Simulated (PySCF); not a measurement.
# MP2/STO-3G run of SiF2 (SMILES F[Si]F)

What is the energy change on altering one bond length of SiF2 at MP2/STO-3G? Input form: a Python script.

Program for the calculation: PySCF 2.14.0.

21 further runs of the same task are left out: 4 that didn't finish, 17 set aside as unsound or not needed.

**1. The molecule**

SiF2 has 3 atoms, charge 0, and is taken as a singlet. SMILES: `F[Si]F`. The coordinates come from a GFN2-xTB relaxation.

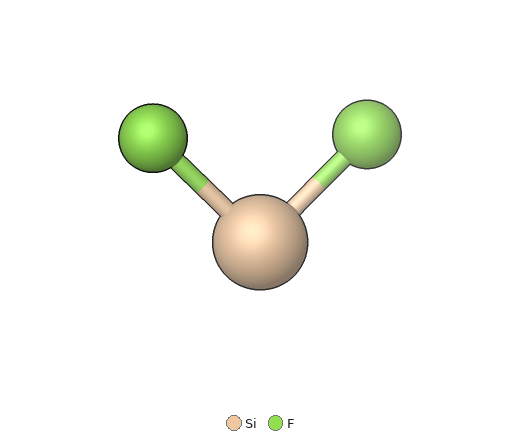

The structure, seen from a chosen angle (silicon light orange, fluorine green).

**2. A single-point energy at MP2/STO-3G**

File geometry.xyz:

```xyz
3

Si     0.004220    -0.007680    -0.744810
F      1.165930    -0.017340     0.380560
F     -1.170150     0.025020     0.364240
```

File job.py:

```python
# SiF2
from pyscf import gto, mp

mol = gto.M(
    atom='geometry.xyz',
    basis='sto-3g',
    spin=0,
    charge=0,
    verbose=4,
    max_memory=1860,
)

mf = mol.RHF()
mf.conv_tol = 1e-10
mf.kernel()
if not mf.converged:
    mf = mf.newton().run(mf.mo_coeff, mf.mo_occ)

pt = mp.MP2(mf, frozen=7).run()
e_final = pt.e_tot
print('Final energy', e_final)
```

Started as:

```
$ OMP_NUM_THREADS=1 python job.py
```

What it wrote:

```text
PySCF version 2.14.0

[INPUT] num. atoms = 3
[INPUT] num. electrons = 32
[INPUT] charge = 0
[INPUT] spin (= nelec alpha-beta = 2S) = 0
[INPUT] symmetry False subgroup None
[INPUT] Mole.unit = angstrom
[INPUT] Symbol           X                Y                Z      unit          X                Y                Z       unit  Magmom
[INPUT]  1 Si     0.004220000000  -0.007680000000  -0.744810000000 AA    0.007974644246  -0.014513096637  -1.407486914837 Bohr   0.0
[INPUT]  2 F      1.165930000000  -0.017340000000   0.380560000000 AA    2.203288380414  -0.032767851000   0.719154173964 Bohr   0.0
[INPUT]  3 F     -1.170150000000   0.025020000000   0.364240000000 AA   -2.211263024660   0.047280947637   0.688313843612 Bohr   0.0

nuclear repulsion = 100.838229174653
number of shells = 11
number of NR pGTOs = 57
number of NR cGTOs = 19
basis = sto-3g
ecp = {}

******** <class 'pyscf.scf.hf.RHF'> ********
method = RHF
initial guess = minao
damping factor = 0
level_shift factor = 0
DIIS = <class 'pyscf.scf.diis.CDIIS'>
diis_start_cycle = 1
diis_space = 8
diis_damp = 0
SCF conv_tol = 1e-10
SCF conv_tol_grad = None
SCF max_cycles = 50
direct_scf = True
direct_scf_tol = 1e-13
Set gradient conv threshold to 1e-05
Initial guess from minao.
init E= -481.360589527652
  HOMO = -0.297919338721244  LUMO = 0.0675572047863456  gap/eV = 9.94512
cycle= 1 E= -481.579887544836  delta_E= -0.219  |g|= 0.441  |ddm|= 2.07
  HOMO = -0.23899689428323  LUMO = 0.208012733514777  gap/eV = 12.16375
cycle= 2 E= -481.679640667723  delta_E= -0.0998  |g|= 0.128  |ddm|= 1.04
  HOMO = -0.264629930298581  LUMO = 0.243075811645028  gap/eV = 13.81538
cycle= 3 E= -481.686414224808  delta_E= -0.00677  |g|= 0.0231  |ddm|= 0.189
  HOMO = -0.264925066330529  LUMO = 0.246033759860994  gap/eV = 13.90390
cycle= 4 E= -481.68692863448  delta_E= -0.000514  |g|= 0.00532  |ddm|= 0.0822
  HOMO = -0.263943934447394  LUMO = 0.245291420826093  gap/eV = 13.85700
cycle= 5 E= -481.686961092716  delta_E= -3.25e-05  |g|= 0.00134  |ddm|= 0.0193
  HOMO = -0.264038972366191  LUMO = 0.245534791395979  gap/eV = 13.86621
cycle= 6 E= -481.68696270619  delta_E= -1.61e-06  |g|= 0.000189  |ddm|= 0.00402
  HOMO = -0.263971471809663  LUMO = 0.245496084881117  gap/eV = 13.86332
cycle= 7 E= -481.686962746393  delta_E= -4.02e-08  |g|= 2.45e-05  |ddm|= 0.000686
  HOMO = -0.263969518679973  LUMO = 0.245497685720657  gap/eV = 13.86331
cycle= 8 E= -481.686962746873  delta_E= -4.8e-10  |g|= 6.63e-06  |ddm|= 6.63e-05
  HOMO = -0.263969044893837  LUMO = 0.245497796755486  gap/eV = 13.86330
cycle= 9 E= -481.686962746907  delta_E= -3.34e-11  |g|= 2.24e-06  |ddm|= 1.66e-05
  HOMO = -0.263968796380059  LUMO = 0.245497682113758  gap/eV = 13.86329
Extra cycle  E= -481.686962746909  delta_E= -2.73e-12  |g|= 9.5e-07  |ddm|= 4.68e-06
converged SCF energy = -481.686962746909

******** <class 'pyscf.mp.mp2.RMP2'> ********
nocc = 9, nmo = 12
frozen orbitals 7
E(RMP2) = -481.757075181701  E_corr = -0.0701124347914096
E(SCS-RMP2) = -481.75815162776  E_corr = -0.0711888808503348
E_corr(same-spin) = -0.0149377394992578
E_corr(oppo-spin) = -0.0551746952921518
Final energy -481.75707518170066
```

It took 0.95 s on 1 thread of Arm Neoverse V1, shared host; peak memory 0.12 GiB.

**3. The distorted shape, same level**

File job.py:

```python
from pyscf import gto, mp

mol = gto.Mole()
mol.atom = '''
Si   2.118074  -0.066540  -2.741088
F    3.279784  -0.076200  -1.615718
F   -1.170150   0.025020   0.364240
'''
mol.verbose = 4
mol.max_memory = 1860
mol.charge = 0
mol.basis = 'sto-3g'
mol.build()

mf = mol.UHF()
mf.conv_tol = 1e-10
mf.kernel()
if not mf.converged:
    mf = mf.newton().run(mf.mo_coeff, mf.mo_occ)
for _ in range(3):
    mo, _, stable, _ = mf.stability(return_status=True)
    if stable:
        break
    mf.kernel(mf.make_rdm1(mo, mf.mo_occ))

pt = mp.MP2(mf, frozen=7).run()
e_tot = pt.e_tot
print('Final energy', e_tot)
```

Started as:

```
$ OMP_NUM_THREADS=1 python job.py
```

What it wrote:

```text
PySCF version 2.14.0

[INPUT] num. atoms = 3
[INPUT] num. electrons = 32
[INPUT] charge = 0
[INPUT] spin (= nelec alpha-beta = 2S) = 0
[INPUT] symmetry False subgroup None
[INPUT] Mole.unit = angstrom
[INPUT] Symbol           X                Y                Z      unit          X                Y                Z       unit  Magmom
[INPUT]  1 Si     2.118074000000  -0.066540000000  -2.741088000000 AA    4.002579771562  -0.125742376329  -5.179905603332 Bohr   0.0
[INPUT]  2 F      3.279784000000  -0.076200000000  -1.615718000000 AA    6.197893507730  -0.143997130692  -3.053264514530 Bohr   0.0
[INPUT]  3 F     -1.170150000000   0.025020000000   0.364240000000 AA   -2.211263024660   0.047280947637   0.688313843612 Bohr   0.0

nuclear repulsion = 64.7612717757193
number of shells = 11
number of NR pGTOs = 57
number of NR cGTOs = 19
basis = sto-3g
ecp = {}

******** <class 'pyscf.scf.uhf.UHF'> ********
method = UHF
initial guess = minao
damping factor = 0
level_shift factor = 0
DIIS = <class 'pyscf.scf.diis.CDIIS'>
diis_start_cycle = 1
diis_space = 8
diis_damp = 0
SCF conv_tol = 1e-10
SCF conv_tol_grad = None
SCF max_cycles = 50
direct_scf = True
direct_scf_tol = 1e-13
number electrons alpha = 16  beta = 16
Set gradient conv threshold to 1e-05
init E= -480.468583285567
[... the frontier-level lines of each cycle are left out ...]
cycle= 1 E= -481.064100271371  delta_E= -0.596  |g|= 0.304  |ddm|= 1.29
cycle= 2 E= -476.118457646067  delta_E= 4.95  |g|= 0.228  |ddm|= 3.24
cycle= 3 E= -481.153356423182  delta_E= -5.03  |g|= 0.158  |ddm|= 3.21
cycle= 4 E= -481.162269703989  delta_E= -0.00891  |g|= 0.114  |ddm|= 0.0717
cycle= 5 E= -476.135717746343  delta_E= 5.03  |g|= 0.185  |ddm|=  3.2
cycle= 6 E= -476.137664947054  delta_E= -0.00195  |g|= 0.178  |ddm|= 0.081
cycle= 7 E= -476.137653949494  delta_E= 1.1e-05  |g|= 0.178  |ddm|= 0.0117
cycle= 8 E= -476.137853387601  delta_E= -0.000199  |g|= 0.179  |ddm|= 0.446
cycle= 9 E= -476.137852270923  delta_E= 1.12e-06  |g|= 0.179  |ddm|= 0.00122
cycle= 10 E= -476.140043467575  delta_E= -0.00219  |g|= 0.18  |ddm|= 0.214
cycle= 11 E= -476.137919458697  delta_E= 0.00212  |g|= 0.183  |ddm|= 0.807
cycle= 12 E= -481.159905712137  delta_E= -5.02  |g|= 0.129  |ddm|=  3.2
cycle= 13 E= -481.157632848019  delta_E= 0.00227  |g|= 0.14  |ddm|= 0.0207
cycle= 14 E= -466.847355210079  delta_E= 14.3  |g|= 0.072  |ddm|= 4.52
cycle= 15 E= -481.157021414904  delta_E= -14.3  |g|= 0.167  |ddm|= 4.54
cycle= 16 E= -481.16914126006  delta_E= -0.0121  |g|= 0.0786  |ddm|= 0.146
cycle= 17 E= -476.140881099991  delta_E= 5.03  |g|= 0.175  |ddm|= 3.21
cycle= 18 E= -476.140309174448  delta_E= 0.000572  |g|= 0.174  |ddm|= 0.32
cycle= 19 E= -476.141233877492  delta_E= -0.000925  |g|= 0.174  |ddm|= 0.333
cycle= 20 E= -476.140136414723  delta_E= 0.0011  |g|= 0.173  |ddm|= 0.702
cycle= 21 E= -480.703280705069  delta_E= -4.56  |g|= 0.126  |ddm|= 2.27




cycle= 22 E= -481.550531956189  delta_E= -0.847  |g|= 0.0631  |ddm|=  1.6




cycle= 23 E= -476.24835018672  delta_E=  5.3  |g|= 0.193  |ddm|= 2.77
cycle= 24 E= -481.553288749133  delta_E= -5.3  |g|= 0.0321  |ddm|= 2.77
cycle= 25 E= -481.554279067065  delta_E= -0.00099  |g|= 0.00555  |ddm|= 0.0664
cycle= 26 E= -481.55431731186  delta_E= -3.82e-05  |g|= 0.00514  |ddm|= 0.017
cycle= 27 E= -481.554341090128  delta_E= -2.38e-05  |g|= 0.00253  |ddm|= 0.0136
cycle= 28 E= -481.554348685542  delta_E= -7.6e-06  |g|= 0.000296  |ddm|= 0.0108
cycle= 29 E= -481.554348817754  delta_E= -1.32e-07  |g|= 0.000114  |ddm|= 0.000802
cycle= 30 E= -481.554348839198  delta_E= -2.14e-08  |g|= 2.64e-05  |ddm|= 0.000434
cycle= 31 E= -481.554348841415  delta_E= -2.22e-09  |g|= 1.31e-05  |ddm|= 0.00012
cycle= 32 E= -481.554348841754  delta_E= -3.39e-10  |g|= 7.65e-06  |ddm|= 5.91e-05
cycle= 33 E= -481.554348842019  delta_E= -2.65e-10  |g|= 6.69e-06  |ddm|= 3.22e-05
cycle= 34 E= -481.554348842345  delta_E= -3.26e-10  |g|= 6.12e-06  |ddm|= 4.33e-05
cycle= 35 E= -481.55434884267  delta_E= -3.25e-10  |g|= 5.93e-06  |ddm|= 4.15e-05
cycle= 36 E= -481.554348842899  delta_E= -2.29e-10  |g|= 5.89e-06  |ddm|= 2.84e-05
cycle= 37 E= -481.554348843071  delta_E= -1.73e-10  |g|= 5.89e-06  |ddm|= 2.08e-05
cycle= 38 E= -481.554348843197  delta_E= -1.26e-10  |g|= 5.88e-06  |ddm|= 1.51e-05
cycle= 39 E= -481.554348843285  delta_E= -8.82e-11  |g|= 5.88e-06  |ddm|= 1.05e-05
Extra cycle  E= -481.554348843367  delta_E= -8.25e-11  |g|= 5.88e-06  |ddm|= 9.95e-06
converged SCF energy = -481.554348843367  <S^2> = 1.0024984  2S+1 = 2.2383015
uhf_internal: lowest eigs of H = [1.36553635e-04 2.88611624e-04 1.74847808e-01]
<class 'pyscf.scf.uhf.UHF'> wavefunction is stable in the internal stability analysis

******** <class 'pyscf.mp.ump2.UMP2'> ********
nocc = (np.int64(9), np.int64(9)), nmo = (12, 12)
frozen orbitals 7
E(UMP2) = -481.595991312398  E_corr = -0.0416424690304398
E(SCS-UMP2) = -481.596966409432  E_corr = -0.0426175660640801
E_corr(same-spin) = -0.00848468858359346
E_corr(oppo-spin) = -0.0331577804468463
Final energy -481.59599131239787
```

It took 0.95 s on 1 thread of Arm Neoverse V1, shared host; peak memory 0.12 GiB.

**4. What came out**

At MP2/STO-3G, 7 core orbitals frozen:

```
                                                          quantity          value
                                         first shape: total energy  -481.75708 Eh
                 first shape: dipole moment (Hartree–Fock density)         1.34 D
                  first shape: HOMO energy (Hartree–Fock orbitals)       -7.18 eV
                  first shape: LUMO energy (Hartree–Fock orbitals)        6.68 eV
                first shape: HOMO–LUMO gap (Hartree–Fock orbitals)       13.86 eV
          first shape: correlation energy (7 core orbitals frozen)      -70.1 mEh
                                     distorted shape: total energy  -481.59599 Eh
             distorted shape: dipole moment (Hartree–Fock density)         0.80 D
              distorted shape: HOMO energy (Hartree–Fock orbitals)       -3.58 eV
              distorted shape: LUMO energy (Hartree–Fock orbitals)        6.88 eV
            distorted shape: HOMO–LUMO gap (Hartree–Fock orbitals)       10.46 eV
      distorted shape: correlation energy (7 core orbitals frozen)      -41.6 mEh
                distorted shape: ⟨S²⟩ of the reference determinant          1.002
energy change with the Si1–F3 bond stretched from 1.616 to 4.524 Å       4.383 eV
```

With the Si1–F3 bond stretched from 1.616 to 4.524 Å the energy rises by 4.38 eV (101 kcal/mol). The first shape isn't relaxed at this level, so the change isn't measured from a minimum. The minimal basis adds a large error of its own. ⟨S²⟩ (distorted shape) is 1.00 where a pure singlet has 0.00: the reference is spin-contaminated.
